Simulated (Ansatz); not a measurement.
```xyz
6

Al    0.0005   -0.1607    0.1860
H     0.1044    0.2528    1.7077
O     1.4434   -0.3599   -0.6863
H     1.9310   -0.5640   -1.4816
O    -1.5460   -0.3791   -0.4784
H    -2.1430   -0.5877   -1.1937
```

These are results of RKS r2SCAN-D4/6-31G (Ansatz), not measurements.

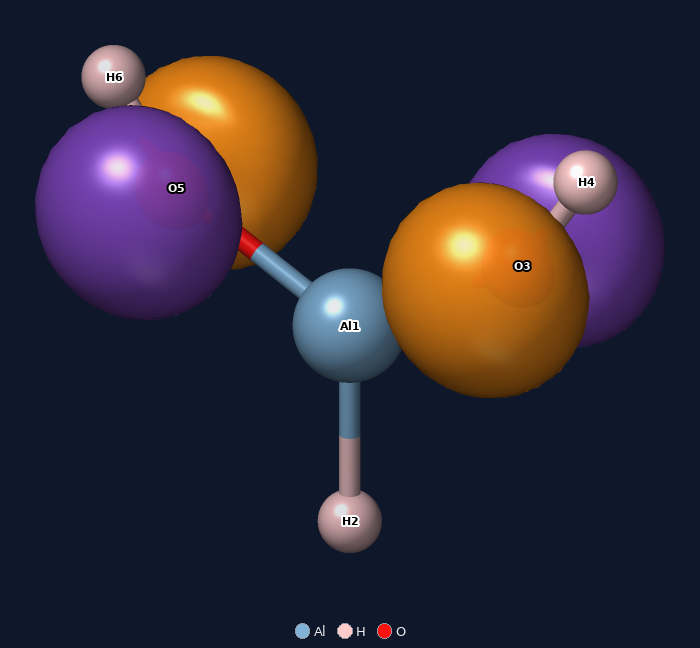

AlH₃O₂. The HOMO−1 at ±0.15 Å⁻³ᐟ² (orange and purple are the two phases), seen at a tilt.

Describe this orbital and give its energy.

Answer. Its weight (Hirshfeld) is mainly on O3 (about 45 %) and O5 (about 45 %); it changes sign across the molecular plane (π type). Its energy is −7.12 eV.
